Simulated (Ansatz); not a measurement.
**GeH4O2: molecular dynamics**

Aim: follow the molecule's vibrations and see whether its bonds hold. The start is relaxed first. Runs: 300 steps of 0.5 fs at constant energy, with velocities drawn for 300 K. SMILES of the start: [OH][GeH2][OH].

Method: RKS BLYP-D4/def2-SVP, in Ansatz 0.2.0.

**1. Starting point**

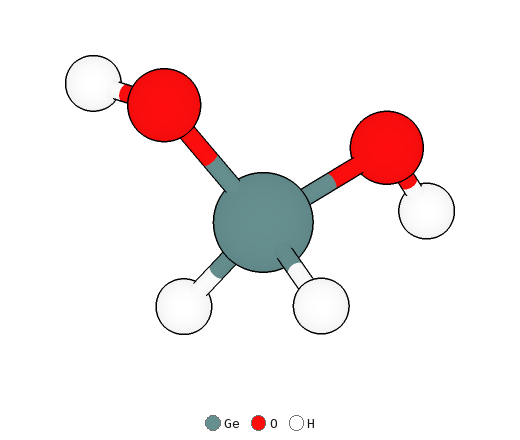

Start, viewed from a free direction; germanium teal, oxygen red, hydrogen white.

Structure file:

```xyz
7

Ge    0.0000    0.0000    0.0000
O     0.0000    0.0000    1.7700
H    -0.9095   -0.2814    2.1071
O     1.6691    0.0000   -0.5894
H     1.9855   -0.9521   -0.7061
H    -0.7300    1.2648   -0.5162
H    -0.7300   -1.2648   -0.5162
```

**2. Preparing the start**

input.yaml

```yaml
crystal:
  periodic: [false, false, false]
  atoms:
    - { symbol: Ge, position_ang: [0.0, 0.0, 0.0] }
    - { symbol: O, position_ang: [0.0, 0.0, 1.77] }
    - { symbol: H, position_ang: [-0.9095, -0.2814, 2.1071] }
    - { symbol: O, position_ang: [1.6691, 0.0, -0.5894] }
    - { symbol: H, position_ang: [1.9855, -0.9521, -0.7061] }
    - { symbol: H, position_ang: [-0.73, 1.2648, -0.5162] }
    - { symbol: H, position_ang: [-0.73, -1.2648, -0.5162] }
basis:
  gaussian: { orbitals: def2-SVP }
hamiltonian:
  xc: blyp
  dispersion: d4
relax:
  f_tol: 0.02
  max_steps: 40
```

Launch:

```
ansatz run input.yaml --threads 1 --pin off --max-ram 2048MiB --backend cpu --events-out ev --progress --plain --runs-dir out
```

The log of the run, cut to the lines that bear on the results:

```text
Warning: RAYON_NUM_THREADS=1 ignored (pool sized by the plan → 1); use --threads N
[...]
Functional definition: BLYP
[...]
869 factors; their error is unknown
[...]
mean field -60668.39799286 eV, -2229.5225037203 hartree, gradient 5.5e-5 eV, S^2 0.000000; 0 other end points of the search recorded, 0 dependent functions left out
[...]
reference -60668.39828800 eV, -2229.5225145668 hartree; 26, 26 occupied and 54, 54 virtual orbitals, 869 factors
relax step   1: F+E_penalty+E_count = -60668.61128642 eV  Δ(F+E_penalty+E_count) = +0.000e0 eV  max|allowed force component| = 1.424e0 eV/Å  Δτ_max = 0.0000 Å  (24 SCF iters, accepted)
[...]
relax step   5: F+E_penalty+E_count = -60668.74955764 eV  Δ(F+E_penalty+E_count) = +5.619e-4 eV  max|allowed force component| = 2.435e-1 eV/Å  Δτ_max = 0.2000 Å  (30 SCF iters, rejected (line search))
[...]
relax step   9: F+E_penalty+E_count = -60668.77631714 eV  Δ(F+E_penalty+E_count) = -3.740e-3 eV  max|allowed force component| = 1.825e-1 eV/Å  Δτ_max = 0.1257 Å  (30 SCF iters, accepted)
[...]
relax step  13: F+E_penalty+E_count = -60668.78142644 eV  Δ(F+E_penalty+E_count) = -7.986e-4 eV  max|allowed force component| = 2.183e-2 eV/Å  Δτ_max = 0.0551 Å  (25 SCF iters, accepted)
[...]
relax step  15: F+E_penalty+E_count = -60668.78163616 eV  Δ(F+E_penalty+E_count) = -1.041e-5 eV  max|allowed force component| = 5.393e-2 eV/Å  Δτ_max = 0.0264 Å  (24 SCF iters, accepted)
[...]
relax step  16: F+E_penalty+E_count = -60668.78171088 eV  Δ(F+E_penalty+E_count) = -7.472e-5 eV  max|allowed force component| = 1.305e-2 eV/Å  Δτ_max = 0.0086 Å  (25 SCF iters, accepted)
869 factors; their error is unknown
mean field -60668.57078652 eV, -2229.5288537705 hartree, gradient 4.9e-5 eV, S^2 0.000000; 1 other end points of the search recorded, 0 dependent functions left out
[...]
reference -60668.57108089 eV, -2229.5288645884 hartree; 26, 26 occupied and 54, 54 virtual orbitals, 869 factors
Total energy: -60668.78200525 eV, -2229.5366159155 hartree
Atom 0 at    -0.147038     0.043922    -0.095919 Å, force    -0.003578    -0.001052    -0.000501 eV/Å
Atom 1 at    -0.350511     0.220367     1.690905 Å, force     0.001903    -0.013014     0.004713 eV/Å
Atom 2 at    -0.247270    -0.631839     2.157822 Å, force    -0.001214     0.013046    -0.005798 eV/Å
Atom 3 at     1.594046    -0.074242    -0.563513 Å, force     0.005408    -0.008384     0.002570 eV/Å
Atom 4 at     1.968681    -0.955400    -0.368638 Å, force    -0.004532     0.008612    -0.002358 eV/Å
Atom 5 at    -0.617193     1.387686    -0.681245 Å, force     0.000868     0.001352     0.000823 eV/Å
Atom 6 at    -0.915615    -1.223995    -0.590212 Å, force     0.001145    -0.000561     0.000552 eV/Å
Dipole moment:    -0.046504    -0.533202     0.036865 e Å
```

Wall time 29 s (1 thread of Arm Neoverse V2, shared host); peak memory 0.14 GiB.

Step by step:

| step | energy from step 1 (eV) | largest force component (eV/Å) |
| --- | --- | --- |
| 1 | 0.0000 | 1.4245 |
| 2 | -0.1042 | 0.7970 |
| 3 | -0.1285 | 0.3242 |
| 4 | -0.1388 | 0.2402 |
| 5x | -0.1383 | 0.2435 |
| 6 | -0.1507 | 0.1095 |
| 7 | -0.1567 | 0.1031 |
| 8 | -0.1613 | 0.1917 |
| 9 | -0.1650 | 0.1825 |
| 10 | -0.1688 | 0.0527 |
| 11 | -0.1693 | 0.1079 |
| 12x | -0.1279 | 1.5042 |
| 13 | -0.1701 | 0.0218 |
| 14 | -0.1703 | 0.0052 |
| 15 | -0.1704 | 0.0539 |
| 16 | -0.1704 | 0.0130 |

Step 1 is the start. 2 steps were tried and not accepted (marked x).

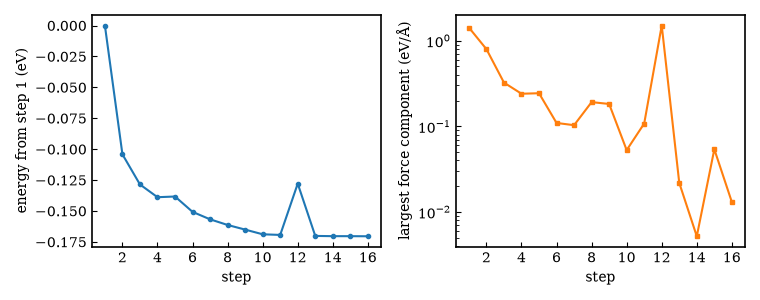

How energy and force went from step to step.

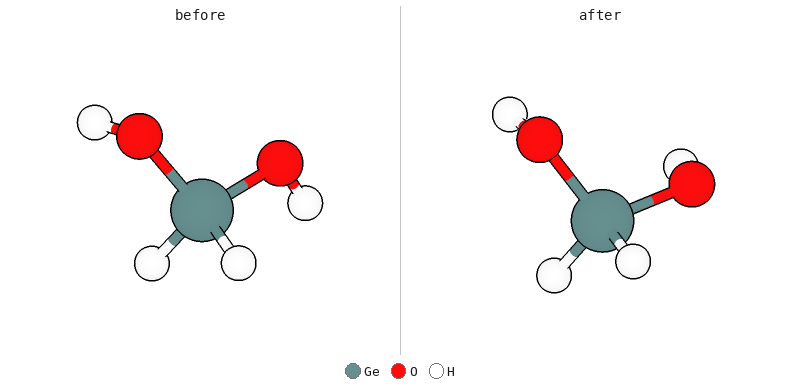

Before and after, at one scale.

After: Bond lengths: Ge1–O2 1.807 Å, O2–H3 0.977 Å, Ge1–O4 1.807 Å, O4–H5 0.977 Å, Ge1–H6 1.539 Å, Ge1–H7 1.563 Å. Angles: Ge1–O2–H3 112.1°, O2–Ge1–O4 111.8°, O2–Ge1–H6 104.9°, O2–Ge1–H7 109.7°, O4–Ge1–H6 104.7°, O4–Ge1–H7 109.8°, H6–Ge1–H7 116.0°, Ge1–O4–H5 112.1°.

**3. Dynamics**

300 steps of 0.5 fs at constant energy, with velocities drawn for 300 K, from the relaxed start.

input.yaml

```yaml
crystal:
  periodic: [false, false, false]
  atoms:
    - { symbol: Ge, position_ang: [-0.147038, 0.043922, -0.095919] }
    - { symbol: O, position_ang: [-0.350511, 0.220367, 1.690905] }
    - { symbol: H, position_ang: [-0.24727, -0.631839, 2.157822] }
    - { symbol: O, position_ang: [1.594046, -0.074242, -0.563513] }
    - { symbol: H, position_ang: [1.968681, -0.9554, -0.368638] }
    - { symbol: H, position_ang: [-0.617193, 1.387686, -0.681245] }
    - { symbol: H, position_ang: [-0.915615, -1.223995, -0.590212] }
basis:
  gaussian: { orbitals: def2-SVP }
hamiltonian:
  xc: blyp
  dispersion: d4
md:
  timestep: 0.5
  n_steps: 300
  ensemble: nve
  temperature: 300.0
  initial_velocities: maxwell_boltzmann
  seed: 483420
```

Launch:

```
ansatz run input.yaml --threads 1 --pin off --max-ram 2048MiB --backend cpu --events-out ev --progress --plain --runs-dir out
```

The log of the run, cut to the lines that bear on the results:

```text
Warning: RAYON_NUM_THREADS=1 ignored (pool sized by the plan → 1); use --threads N
[...]
[... 1 set-up line as earlier in the session ...]
[...]
869 factors; their error is unknown
[...]
mean field -60668.57076818 eV, -2229.5288530965 hartree, gradient 2.6e-5 eV, S^2 0.000000; 0 other end points of the search recorded, 0 dependent functions left out
[...]
reference -60668.57106099 eV, -2229.5288638571 hartree; 26, 26 occupied and 54, 54 virtual orbitals, 869 factors
md step     0: t =     0.00 fs  T =   300.0 K  F+E_penalty+E_count = -60668.78169252 eV  E_kin = 0.193890 eV  conserved = -60668.58780252 eV  (26 SCF iters)
[...]
md step    18: t =     9.00 fs  T =   146.2 K  F+E_penalty+E_count = -60668.68208508 eV  E_kin = 0.094480 eV  conserved = -60668.58760551 eV  (26 SCF iters, 3 dispersion substeps)
[...]
md step    36: t =    18.00 fs  T =   234.5 K  F+E_penalty+E_count = -60668.73921228 eV  E_kin = 0.151568 eV  conserved = -60668.58764389 eV  (26 SCF iters, 3 dispersion substeps)
[...]
md step    54: t =    27.00 fs  T =   145.9 K  F+E_penalty+E_count = -60668.68174832 eV  E_kin = 0.094306 eV  conserved = -60668.58744190 eV  (26 SCF iters, 3 dispersion substeps)
[...]
md step    70: t =    35.00 fs  T =   159.8 K  F+E_penalty+E_count = -60668.68995062 eV  E_kin = 0.103248 eV  conserved = -60668.58670304 eV  (25 SCF iters, 3 dispersion substeps)
md step    71: t =    35.50 fs  T =   184.3 K  F+E_penalty+E_count = -60668.70626310 eV  E_kin = 0.119139 eV  conserved = -60668.58712366 eV  (26 SCF iters, 3 dispersion substeps)
```

**4. The log goes on: dynamics from the start**

Output, continued, cut to the lines that bear on the results:

```text
md step    72: t =    36.00 fs  T =   201.1 K  F+E_penalty+E_count = -60668.71744039 eV  E_kin = 0.129996 eV  conserved = -60668.58744434 eV  (26 SCF iters, 3 dispersion substeps)
[...]
md step    94: t =    47.00 fs  T =    73.6 K  F+E_penalty+E_count = -60668.63372236 eV  E_kin = 0.047546 eV  conserved = -60668.58617647 eV  (26 SCF iters, 3 dispersion substeps)
[...]
md step   116: t =    58.00 fs  T =   213.9 K  F+E_penalty+E_count = -60668.72568888 eV  E_kin = 0.138239 eV  conserved = -60668.58744993 eV  (26 SCF iters, 3 dispersion substeps)
[...]
md step   138: t =    69.00 fs  T =   113.5 K  F+E_penalty+E_count = -60668.65989853 eV  E_kin = 0.073359 eV  conserved = -60668.58653913 eV  (26 SCF iters, 3 dispersion substeps)
[...]
md step   160: t =    80.00 fs  T =   137.9 K  F+E_penalty+E_count = -60668.67567828 eV  E_kin = 0.089132 eV  conserved = -60668.58654635 eV  (26 SCF iters, 3 dispersion substeps)
md step   161: t =    80.50 fs  T =   154.1 K  F+E_penalty+E_count = -60668.68657243 eV  E_kin = 0.099624 eV  conserved = -60668.58694795 eV  (26 SCF iters, 3 dispersion substeps)
md step   162: t =    81.00 fs  T =   166.6 K  F+E_penalty+E_count = -60668.69500003 eV  E_kin = 0.107670 eV  conserved = -60668.58733018 eV  (26 SCF iters, 3 dispersion substeps)
```

**5. More of the same log: dynamics from the start**

The log, continued, cut to the lines that bear on the results:

```text
md step   163: t =    81.50 fs  T =   166.7 K  F+E_penalty+E_count = -60668.69523069 eV  E_kin = 0.107718 eV  conserved = -60668.58751261 eV  (26 SCF iters, 3 dispersion substeps)
[...]
md step   181: t =    90.50 fs  T =   196.6 K  F+E_penalty+E_count = -60668.71464738 eV  E_kin = 0.127067 eV  conserved = -60668.58758078 eV  (26 SCF iters, 3 dispersion substeps)
[...]
md step   199: t =    99.50 fs  T =   179.0 K  F+E_penalty+E_count = -60668.70323746 eV  E_kin = 0.115694 eV  conserved = -60668.58754385 eV  (26 SCF iters, 3 dispersion substeps)
[...]
md step   217: t =   108.50 fs  T =   189.8 K  F+E_penalty+E_count = -60668.71029676 eV  E_kin = 0.122650 eV  conserved = -60668.58764627 eV  (26 SCF iters, 3 dispersion substeps)
[...]
md step   300: t =   150.00 fs  T =   220.5 K  F+E_penalty+E_count = -60668.72968039 eV  E_kin = 0.142534 eV  conserved = -60668.58714660 eV  (27 SCF iters, 3 dispersion substeps)
Total energy: -60668.72996959 eV, -2229.5347036402 hartree
Atom 0 at    -0.149278     0.048498    -0.099911 Å, force     0.088715    -0.114121     0.212059 eV/Å
Atom 1 at    -0.331340     0.212084     1.699607 Å, force    -0.112471    -1.170736     0.293079 eV/Å
Atom 2 at    -0.430765    -0.722133     2.058358 Å, force     0.112686     1.166220    -0.244812 eV/Å
Atom 3 at     1.594293    -0.079284    -0.564810 Å, force    -0.227456     0.380573    -0.133755 eV/Å
Atom 4 at     1.975866    -0.897872    -0.209931 Å, force     0.179554    -0.270693     0.096120 eV/Å
Atom 5 at    -0.650359     1.383405    -0.697799 Å, force     0.046531    -0.160230    -0.061962 eV/Å
Atom 6 at    -0.852941    -1.305180    -0.462773 Å, force    -0.087559     0.168987    -0.160727 eV/Å
Dipole moment:    -0.122102    -0.492984     0.019877 e Å
```

Wall time 7.9 min (1 thread of Arm Neoverse V2, shared host); peak memory 0.13 GiB.

**6. Frames and traces**

One step in 12; energies are changes from step 0:

| time (fs) | T (K) | potential energy change (meV/atom) | total energy change (meV/atom) |
| --- | --- | --- | --- |
| 0.0 | 300 | 0.0 | 0.00 |
| 6.0 | 116 | 17.2 | 0.20 |
| 12.0 | 61 | 22.2 | 0.20 |
| 18.0 | 235 | 6.1 | 0.02 |
| 24.0 | 157 | 13.3 | 0.17 |
| 30.0 | 86 | 20.0 | 0.20 |
| 36.0 | 201 | 9.2 | 0.05 |
| 42.0 | 152 | 13.8 | 0.17 |
| 48.0 | 83 | 20.2 | 0.21 |
| 54.0 | 189 | 10.3 | 0.05 |
| 60.0 | 155 | 13.6 | 0.17 |
| 66.0 | 106 | 18.1 | 0.22 |
| 72.0 | 189 | 10.3 | 0.04 |
| 78.0 | 168 | 12.3 | 0.15 |
| 84.0 | 90 | 19.7 | 0.24 |
| 90.0 | 184 | 10.8 | 0.07 |
| 96.0 | 160 | 13.1 | 0.15 |
| 102.0 | 114 | 17.4 | 0.24 |
| 108.0 | 175 | 11.6 | 0.07 |
| 114.0 | 125 | 16.3 | 0.15 |
| 120.0 | 82 | 20.4 | 0.25 |
| 126.0 | 223 | 7.1 | 0.06 |
| 132.0 | 180 | 11.2 | 0.13 |
| 138.0 | 52 | 23.2 | 0.28 |
| 144.0 | 161 | 12.9 | 0.09 |
| 150.0 | 221 | 7.4 | 0.09 |

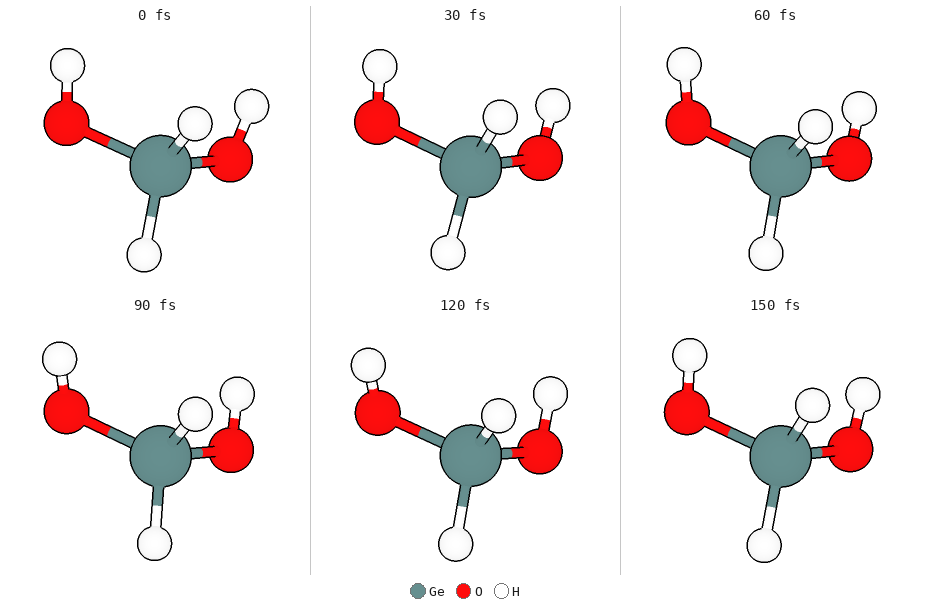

Six frames of the run, seen from a chosen angle. Sticks join atoms within a bonding distance in each frame.

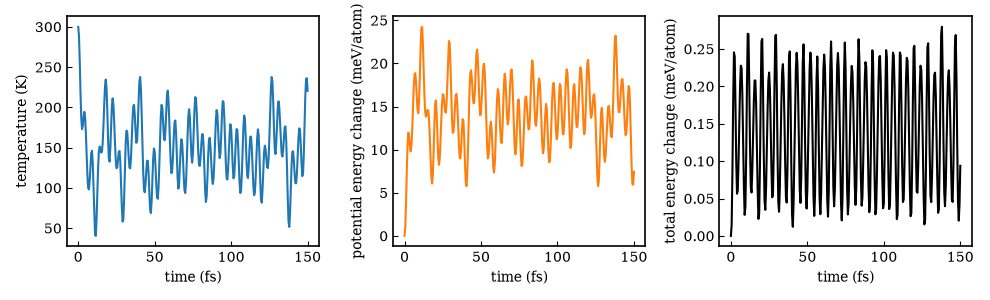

Time series of the run, each on its own scale.

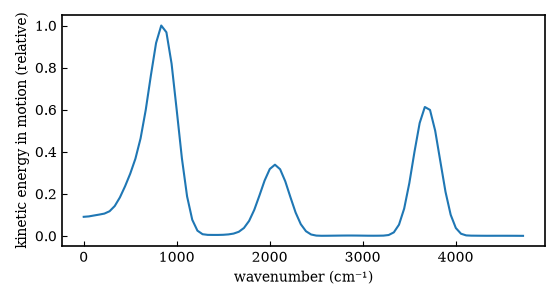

Power spectrum of the mass-weighted velocities; a run of 150 fs resolves no finer than about 440 cm⁻¹.

Maxima of the velocity power spectrum (cm⁻¹, relative height; resolution about 440 cm⁻¹): 830 (100), 2060 (34), 3670 (61).

**7. Snapshots as a file**

Positions (Å) and forces (eV/Å):

```xyz
7
time_fs=19.0 T=196 dE=0.0678
Ge   -0.149    0.051   -0.098   -0.118    0.375   -0.353
O    -0.332    0.201    1.683   -0.223    1.329   -0.364
H    -0.202   -0.642    2.107    0.140   -1.107    0.599
O     1.581   -0.089   -0.551    0.527   -0.129    0.013
H     2.021   -0.893   -0.188   -0.279    0.350   -0.141
H    -0.693    1.354   -0.807    0.285   -0.417    0.416
H    -0.852   -1.238   -0.536   -0.333   -0.401   -0.169
7
time_fs=37.5 T=170 dE=0.0852
Ge   -0.157    0.043   -0.106    0.506    1.238    0.675
O    -0.323    0.213    1.707   -0.083    1.349   -1.177
H    -0.245   -0.625    2.137    0.111   -1.516    0.838
O     1.605   -0.081   -0.557   -0.022   -0.524    0.367
H     2.055   -0.809   -0.053   -0.336    0.495   -0.381
H    -0.598    1.469   -0.600    0.120   -0.533   -0.038
H    -0.961   -1.162   -0.565   -0.296   -0.509   -0.283
7
time_fs=56.0 T=165 dE=0.0890
Ge   -0.153    0.043   -0.099    0.194    0.351   -0.193
O    -0.310    0.208    1.685    0.003    1.794   -0.914
H    -0.362   -0.603    2.154   -0.130   -1.833    0.981
O     1.580   -0.078   -0.554    0.709   -0.558    0.299
H     2.099   -0.767   -0.062   -0.511    0.501   -0.359
H    -0.562    1.379   -0.736   -0.070    0.177    0.096
H    -0.966   -1.115   -0.701   -0.194   -0.433    0.091
7
time_fs=75.0 T=143 dE=0.1034
Ge   -0.150    0.050   -0.102    0.109   -0.940    0.609
O    -0.315    0.201    1.693    0.438    1.828   -0.694
H    -0.511   -0.653    2.031   -0.421   -1.774    0.905
O     1.585   -0.081   -0.561    0.505   -0.586    0.322
H     2.030   -0.833   -0.079   -0.422    0.688   -0.450
H    -0.640    1.339   -0.685   -0.213    0.590   -0.443
H    -0.901   -1.297   -0.405    0.003    0.194   -0.250
7
time_fs=94.0 T=191 dE=0.0707
Ge   -0.150    0.047   -0.098    0.017   -0.819   -0.082
O    -0.319    0.205    1.715    0.388    0.973   -0.929
H    -0.649   -0.593    2.126   -0.351   -0.917    0.358
O     1.595   -0.075   -0.577    0.178   -0.411    0.369
H     2.068   -0.854   -0.181   -0.465    0.571   -0.232
H    -0.639    1.301   -0.834    0.026    0.266    0.146
H    -0.934   -1.241   -0.642    0.206    0.336    0.370
7
time_fs=112.5 T=164 dE=0.0885
Ge   -0.145    0.037   -0.094   -0.612    0.576   -0.379
O    -0.319    0.219    1.679    0.111    0.124    0.310
H    -0.715   -0.574    2.067   -0.121   -0.354    0.295
O     1.575   -0.055   -0.571    0.573   -0.534    0.019
H     2.051   -0.857   -0.246   -0.265    0.327   -0.126
H    -0.503    1.488   -0.596   -0.034   -0.602   -0.140
H    -1.023   -1.230   -0.537    0.348    0.462    0.021
7
time_fs=131.0 T=208 dE=0.0601
Ge   -0.147    0.045   -0.096   -0.379   -0.056   -0.513
O    -0.326    0.208    1.706   -0.024   -0.014   -0.168
H    -0.622   -0.618    2.145    0.076    0.129   -0.225
O     1.596   -0.070   -0.573   -0.041   -0.137    0.141
H     2.018   -0.903   -0.267   -0.169    0.236   -0.032
H    -0.660    1.352   -0.846    0.304   -0.454    0.526
H    -0.948   -1.238   -0.616    0.232    0.296    0.271
7
time_fs=150.0 T=221 dE=0.0520
Ge   -0.149    0.049   -0.100    0.089   -0.114    0.212
O    -0.331    0.212    1.700   -0.113   -1.171    0.293
H    -0.431   -0.722    2.058    0.113    1.166   -0.245
O     1.594   -0.079   -0.565   -0.228    0.381   -0.134
H     1.976   -0.898   -0.210    0.180   -0.271    0.096
H    -0.650    1.383   -0.698    0.046   -0.160   -0.062
H    -0.853   -1.305   -0.463   -0.088    0.169   -0.161
```

**8. Results**

| quantity | value |
| --- | --- |
| relaxation of the start | 13 moves, 0.170 eV lower |
| length | 300 steps of 0.5 fs |
| temperature, first and last step | 300 and 221 K |
| temperature, second half | mean 148 K, from 52 to 238 K |
| potential energy, second half | +14 meV/atom from the start |
| largest change of the total energy | 0.28 meV/atom |
| bonds formed or broken | 0 |

The temperature starts at 300 K and averages 148 K in the second half, where it ranges from 52 to 238 K; a mean near half the start is what vibrations about a minimum give, since they share energy equally between motion and strain. The total energy strays from its start by at most 0.28 meV/atom, 2.0 % of the mean kinetic energy, fair for a step of 0.5 fs. The bonds all hold. A run of 150 fs with 7 atoms shows the motion but fixes no equilibrium value. The nuclei move classically, without zero-point motion, which matters most for hydrogen.
